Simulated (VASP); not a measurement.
Band structure of AlRu (space group Pm-3m). These are PBE GGA, VASP's PBE PAW potentials (set 64) (plane waves; VASP 6.6.1) values and carry that method's errors.

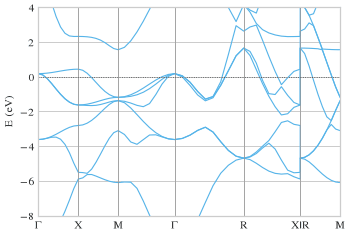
*Bands along high-symmetry lines, zero at the valence-band maximum or, without a gap, the Fermi level*

Task: Read the plot: is there a gap, and where are the band edges?

Result: It has no gap at this level: it comes out as a metal or semimetal.

The structure comes from a computed database's AlRu entry; how it stands against other phases isn't given here. The cell was not relaxed at this level. The electron count is odd and the run is not spin-polarised, which forces a metal.
